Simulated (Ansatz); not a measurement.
# [HSO2]− (SMILES O=[SH][O-]) at 5 levels

Aim: a comparison of 5 runs (UHF/STO-3G, PBE0/STO-3G, CCSDT/STO-3G, CCSD/STO-3G, CCSD(T)/STO-3G) of [HSO2]−. 

The results are computed with Ansatz 0.2.0.

11 further runs of the same task are left out: 9 that didn't finish, 2 set aside as unsound or not needed.

**1. Starting point**

[HSO2]− has 4 atoms, charge -1, and is taken as a singlet. SMILES: `O=[SH][O-]`. The O3–S2 distance was set to 2.971 Å, away from the relaxed value. At this shape a bond of the SMILES string is far longer than usual.

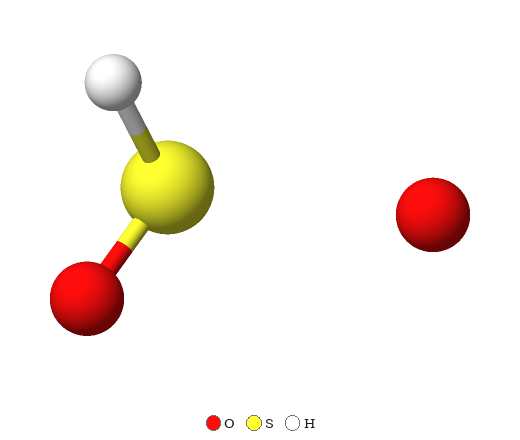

The structure, seen from a chosen angle (oxygen red, sulfur yellow, hydrogen white).

**2. A single-point energy at UHF/STO-3G (run 1)**

job.yaml

```yaml
crystal:
  periodic: [false, false, false]
  atoms:
    - symbol: O
      position_ang: [-2.404785, 0.725157, 0.153252]
    - symbol: S
      position_ang: [-1.405635, 0.351547, -0.879868]
    - symbol: O
      position_ang: [1.007500, -0.941190, 0.274450]
    - symbol: H
      position_ang: [-0.816775, 1.803587, -1.279308]
basis:
  gaussian: {orbitals: STO-3G}
total_charge: -1
accuracy: high
hamiltonian: {xc: hf}
magnetization: {spin_polarized: true, initial_magnetization: 0}
```

Run with:

```bash
$ ansatz run job.yaml --threads 1 --pin off --max-ram 2610MiB --events-out events.jsonl --progress --plain --runs-dir runs
```

Output:

```text
Warning: RAYON_NUM_THREADS=1 ignored (pool sized by the plan → 1); use --threads N
Functional definition: HF
  name "HF"
  exchange = exact_x
  correlation = 0
331 factors; integrals over basis functions are off by at most 4.0e-8 eV
mean field evaluation 1: about -14689.6418 eV, gradient 1.5e1 eV
mean field evaluation 2: about -14689.6837 eV, gradient 1.5e1 eV
mean field evaluation 4: about -14679.5062 eV, gradient 4.2e1 eV
mean field evaluation 8: about -14718.8272 eV, gradient 1.5e0 eV
mean field evaluation 16: about -14718.8696 eV, gradient 2.9e-8 eV
mean field evaluation 32: about -14721.1314 eV, gradient 1.2e-7 eV
mean field evaluation 64: about -14721.1298 eV, gradient 3.7e-3 eV
mean field evaluation 96: about -14721.1288 eV, gradient 8.7e-2 eV
mean field evaluation 128: about -14719.2615 eV, gradient 3.5e0 eV
mean field evaluation 160: about -14720.8082 eV, gradient 1.9e-1 eV
mean field evaluation 192: about -14719.8277 eV, gradient 2.4e-1 eV
mean field evaluation 224: about -14721.1308 eV, gradient 3.3e-2 eV
mean field evaluation 256: about -14720.8760 eV, gradient 7.0e-1 eV
mean field evaluation 288: about -14718.8572 eV, gradient 4.3e0 eV
mean field evaluation 320: about -14718.4217 eV, gradient 3.2e0 eV
mean field evaluation 352: about -14718.5465 eV, gradient 4.5e0 eV
mean field -14721.13138939 eV, -540.9916002190 hartree, gradient 2.3e-8 eV, S^2 0.997753; 7 other end points of the search recorded, 0 dependent functions left out
reference -14721.13138939 eV, -540.9916002190 hartree; 17, 17 occupied and 3, 3 virtual orbitals, 331 factors
Total energy: -14721.13138939 eV, -540.9916002190 hartree
```

Run time: 0.72 s. Hardware: 1 thread of Arm Neoverse V2, shared host.

**3. The energy at PBE0/STO-3G (run 2)**

molecule.yaml

```yaml
crystal:
  periodic: [false, false, false]
  atoms:
    - {symbol: O, position_ang: [-2.404785, 0.725157, 0.153252]}
    - {symbol: S, position_ang: [-1.405635, 0.351547, -0.879868]}
    - {symbol: O, position_ang: [1.007500, -0.941190, 0.274450]}
    - {symbol: H, position_ang: [-0.816775, 1.803587, -1.279308]}
basis:
  gaussian:
    orbitals: STO-3G
total_charge: -1
hamiltonian:
  xc: {name: PBE0}
accuracy: high
```

Run with:

```bash
$ ansatz run molecule.yaml --threads 1 --pin off --max-ram 2610MiB --events-out events.jsonl --progress --plain --runs-dir runs
```

Output:

```text
Warning: RAYON_NUM_THREADS=1 ignored (pool sized by the plan → 1); use --threads N
Functional definition: PBE0
  name "PBE0"
  parameter a = 0.25
  parameter kappa = 0.804
  parameter beta = 0.06672455060314922
  exchange = (1 - a)*pbe_x(kappa = kappa, mu = beta*pi^2/3) + a*exact_x
  correlation = pbe_c(beta = beta)
331 factors; integrals over basis functions are off by at most 4.0e-8 eV
mean field evaluation 1: about -14716.7256 eV, gradient 3.0e1 eV
mean field evaluation 2: about -14487.5070 eV, gradient 1.6e1 eV
mean field evaluation 4: about -14639.5098 eV, gradient 1.4e2 eV
mean field evaluation 8: about -14747.4916 eV, gradient 2.4e-1 eV
mean field evaluation 16: about -14746.6939 eV, gradient 7.0e0 eV
mean field evaluation 32: about -14746.3810 eV, gradient 1.3e1 eV
mean field -14747.50563492 eV, -541.9608358648 hartree, gradient 1.9e-8 eV, S^2 0.000000; 4 other end points of the search recorded, 0 dependent functions left out
reference -14747.50563590 eV, -541.9608359010 hartree; 17, 17 occupied and 3, 3 virtual orbitals, 331 factors
Total energy: -14747.50563590 eV, -541.9608359010 hartree
```

Wall time 1.2 s (1 thread of Arm Neoverse V2, shared host).

Run 3 isn't shown in full; the table further down has it.

**4. The energy at CCSD/STO-3G (run 4)**

job.yaml

```yaml
crystal:
  periodic: [false, false, false]
  atoms:
    - {symbol: O, position_ang: [-2.404785, 0.725157, 0.153252]}
    - {symbol: S, position_ang: [-1.405635, 0.351547, -0.879868]}
    - {symbol: O, position_ang: [1.007500, -0.941190, 0.274450]}
    - {symbol: H, position_ang: [-0.816775, 1.803587, -1.279308]}
basis:
  gaussian: {orbitals: STO-3G}
accuracy: high
total_charge: -1
scf: {omitted_lower_state_checks: [cluster_reference, increment]}
correlation: {method: ccsd, frozen_orbitals: {H: 0, O: 1, S: 5}}
```

Run with:

```bash
$ ansatz run job.yaml --threads 1 --pin off --max-ram 2610MiB --events-out events.jsonl --progress --plain --runs-dir runs
```

Output:

```text
Warning: RAYON_NUM_THREADS=1 ignored (pool sized by the plan → 1); use --threads N
[... 15 lines left out ...]
7 core orbitals not correlated: weight in the atoms' cores, before any rotation towards them, 1.000 or more for the frozen orbitals, at most 0.000 for the correlated occupied ones
[... 121 lines left out ...]
Total energy: -14722.20524581 eV, -541.0310637143 hartree
Checks for a lower state left out: cluster_reference, increment
```

It took 0.42 s on 1 thread of Arm Neoverse V2, shared host.

**5. The energy at CCSD(T)/STO-3G (run 5)**

input.yaml

```yaml
crystal:
  periodic: [false, false, false]
  atoms:
    - {symbol: O, position_ang: [-2.404785, 0.725157, 0.153252]}
    - {symbol: S, position_ang: [-1.405635, 0.351547, -0.879868]}
    - {symbol: O, position_ang: [1.007500, -0.941190, 0.274450]}
    - {symbol: H, position_ang: [-0.816775, 1.803587, -1.279308]}
basis:
  gaussian:
    orbitals: STO-3G
total_charge: -1
magnetization:
  spin_polarized: false
  initial_magnetization: 0
correlation:
  method: ccsd_t
  frozen_orbitals: {H: 0, O: 1, S: 5}
accuracy: high
scf:
  omitted_lower_state_checks: [cluster_reference, increment]
```

Run with:

```bash
$ ansatz run input.yaml --threads 1 --pin off --max-ram 2610MiB --events-out events.jsonl --progress --plain --runs-dir runs
```

Output:

```text
Warning: RAYON_NUM_THREADS=1 ignored (pool sized by the plan → 1); use --threads N
[... 15 lines left out ...]
7 core orbitals not correlated: weight in the atoms' cores, before any rotation towards them, 1.000 or more for the frozen orbitals, at most 0.000 for the correlated occupied ones
[... 122 lines left out ...]
Total energy: -14722.41632750 eV, -541.0388208233 hartree
Checks for a lower state left out: cluster_reference, increment
```

Wall time 0.44 s (1 thread of Arm Neoverse V2, shared host).

**6. The series**

```csv
run,level,frozen core orbitals,energy (Eh),wall time
1,UHF/STO-3G,–,-540.991600,0.72 s
2,PBE0/STO-3G,–,-541.960836,1.2 s
3,CCSDT/STO-3G,7,-541.039879,0.99 s
4,CCSD/STO-3G,7,-541.031064,0.42 s
5,CCSD(T)/STO-3G,7,-541.038821,0.44 s
```

**7. Results**

| quantity | value |
| --- | --- |
| run 5: total energy | -541.03882 Eh |
| run 5: correlation energy (7 core orbitals frozen) | -130.3 mEh |
| run 5: (T) correction | -7.76 mEh |
| run 5: T1 diagnostic | 0.040 |

In words: Below the UHF energy at the same shape and in the same basis (STO-3G): CCSDT -48.3 mEh; CCSD -39.5 mEh; CCSD(T) -47.2 mEh. Some of these start from another determinant than that one, so these aren't their correlation energies. In runs 4, 5 the T1 diagnostic is large, so a single reference may not serve. In runs 3, 4, 5 the log says that unrestricted orbitals would lower the reference, so the values rest on an unstable closed-shell determinant (other closed-shell runs at this shape may share the fault). In runs 1, 2, 3, 4, 5 the basis is minimal, so the values are rough. Spin contamination of the reference: run 1 ⟨S²⟩ = 1.00. Where it is this large, the reference is a mixture of spin states, and values that rest on it are in doubt. All runs together took 3.8 s, the longest 1.2 s.
